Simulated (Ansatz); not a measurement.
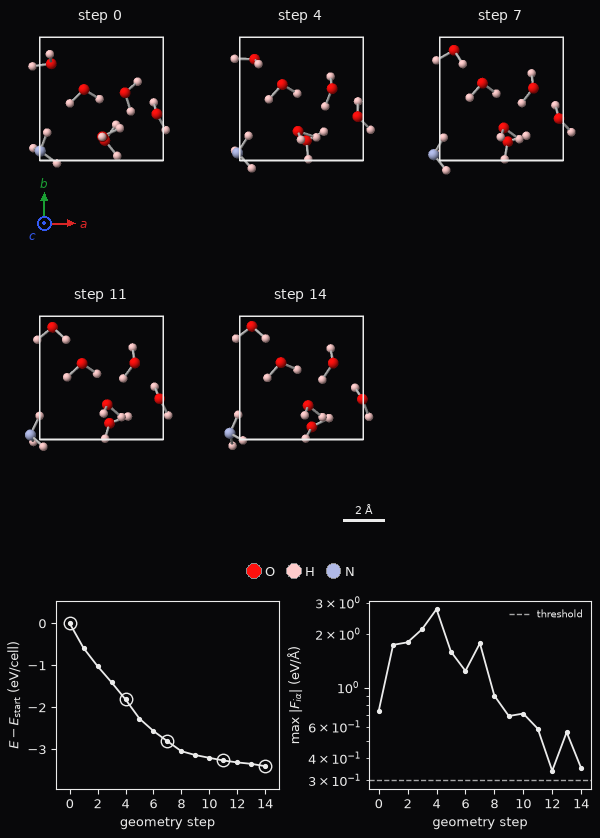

Frames of a relaxation of an amorphous cell of composition H₁₅NO₆, marked on the history of the run. A ball-and-stick model of the cell of the calculation, seen along the c axis.

The cell holds 6 H2O + 1 NH3. The run prepares the start of a later molecular dynamics calculation, from a guessed geometry.

Method: DFT PBEsol, scalar-relativistic, plane waves, PAW in Ansatz 0.2.0. Set-up: plane-wave cutoff 420 eV; k-point mesh 1 × 1 × 1; occupations fermi dirac; smearing width 0.02 eV; no spin polarisation; atoms relaxed in a fixed cell; force threshold 0.3 eV/Å; at most 15 steps.

What happens along the run?

Answer. The relaxation stopped without meeting its thresholds, so the last structure isn't shown to be converged. It used up its limit of 15 steps. The energy falls by 3.399 eV per cell of the calculation in 14 geometry steps. Largest force component: 0.74 eV/Å at the start, 0.35 eV/Å at the end. The atom that moves furthest is an H atom (1.13 Å along [1 −1 1]). Largest moves by element: H 1.13 Å, O 1.01 Å, N 0.65 Å. The lattice vectors keep their values. Near-neighbour distances that change, for instance: H–O 0.969 → 1.040 Å, H–O 0.969 → 1.006 Å, H–N 1.017 → 1.037 Å, H–O 0.969 → 0.985 Å. Among the angles between lasting bonds that change: H–O–H 104.0° → 107.5°, H–N–H 106.3° → 103.8°. The run took 19 s on 1 thread of Arm Neoverse V2, with other jobs on the host, peak memory 0.32 GiB. From step 0 to 4: an H atom moves most (0.65 Å), energy −1.810 eV per cell of the calculation. From step 4 to 7: an O atom moves most (0.46 Å), energy −0.996 eV per cell of the calculation. From step 7 to 11: an H atom moves most (0.66 Å), energy −0.458 eV per cell of the calculation. From step 11 to 14: an H atom moves most (0.35 Å), energy −0.136 eV per cell of the calculation.

Limits of the set-up: the periodic images lie only 6.0 Å apart, so the values are limited by the cell's size.
